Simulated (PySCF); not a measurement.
# A diatomic session: In2+

What are the lowest state that PBE0 finds, the bond length, vibrational wavenumber and bond energy of In2+, and how much do these hang on the method?

The runs use PySCF 2.14.0; In def2-SVP with ECP28, scalar-relativistic core potentials.

## Step 1: The job

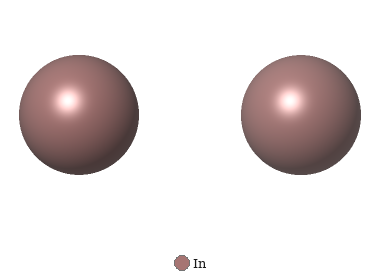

The two atoms at the starting distance (indium brown).

A driver script around PySCF takes these settings:

| Quantity | Value |
| --- | --- |
| atoms | In, In |
| charge | 1 |
| basis | In def2-SVP with ECP28 |
| Hamiltonian | scalar-relativistic core potentials |
| basis functions | 52 |
| electrons treated | 41 |
| masses in u | 114.9039, 114.9039 |
| levels | PBE0, PBE, r²SCAN, LDA, TPSSh, PBEsol, HF, MP2, SCS-MP2, CCSD, CCSD(T) |
| grid | 80 radial by 434 angular points |
| occupations | held fixed by the projection of orbital angular momentum |
| dissociation limit | In+ + In, each in its ground configuration |
| starting distance in angstrom | 2.880 |
| values of 2S to try | 1, 3 |

Run with:

```bash
$ OMP_NUM_THREADS=1 python dia.py task.json out
```

After this run come: First curve: PBE0; Higher solutions at PBE0; PBE (GGA); r²SCAN (meta-GGA); LDA (local density); TPSSh (hybrid meta-GGA); PBEsol (GGA); UHF (mean field); MP2 and coupled cluster.

**Question.** What will these runs give? Wanted: for each run, Re; ωe; De.

As calculated:

Lowest PBE0 solution found, without spin–orbit coupling: ²Σg⁺ (doublet), unpaired electrons σ ↑. State 2 has its PBE0 minimum 0.63 eV higher. The other levels ran on the lowest alone.

```csv
level,Re (Å),ωe (cm⁻¹),De (eV)
UHF,3.631,70.3,1.05
UHF-MP2,3.524,75.1,1.20
UHF-SCS-MP2,3.554,73.1,1.14
UHF-CCSD,3.533,75.6,1.18
UHF-CCSD(T),3.520,76.5,1.21
LDA,3.498,71.1,1.66
PBE,3.633,64.7,1.49
PBEsol,3.554,68.6,1.55
r²SCAN,3.573,68.8,1.48
TPSSh,3.577,68.0,1.43
PBE0,3.563,70.8,1.42
```

De is counted to In+ + In in their ground configurations.

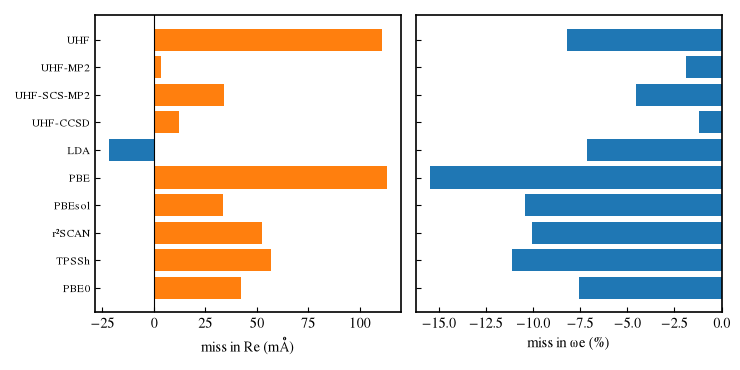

Differences in bond length and wavenumber from CCSD(T) in the same basis.

Judged by CCSD(T) in the same basis: best bond length UHF-MP2 (+3 mÅ), worst PBE (+113 mÅ); best wavenumber UHF-CCSD (-1.2 %), worst PBE (-15.4 %). CCSD(T) in a basis this small is itself some way from its limit, more so than the functionals. Of the levels with a De here, UHF gives the least (1.05 eV) and LDA the most (1.66 eV).

Correlated steps freeze 8 core orbitals. These are scalar-relativistic numbers at best; spin–orbit coupling would shift them, the dissociation energy most.
